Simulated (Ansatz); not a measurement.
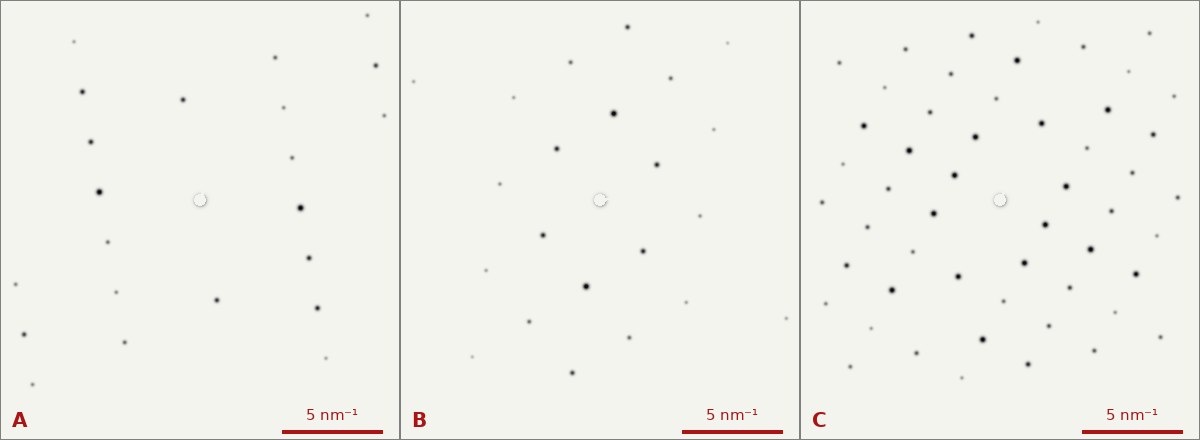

Simulated selected-area electron diffraction patterns (120 kV, kinematic approximation, thin crystal, B = 0.5 Å² for all atoms).

All three come from Ga, space group Cmce (No. 64), a = 4.570 Å, b = 7.744 Å, c = 4.587 Å. Structure: the end point of a relaxation with DFT PBE, scalar-relativistic, plane waves, PAW (Ansatz 0.2.0).

Q: Assign the zone axes [011], [100], [111] to A, B and C.

A: A is [111]: oblique net of 1 -1 0 (itself extinct) at d = 3.94 Å and 1 1 -2 at d = 1.98 Å, at 75.9°. B is [011]: centred rectangular net of -1 -1 1 at d = 2.99 Å and 1 -1 1 at d = 2.99 Å, at 81.6°. C is [100]: rectangular net of 0 0 1 (itself extinct) at d = 4.59 Å and 0 2 0 at d = 3.87 Å, at 90.0°.
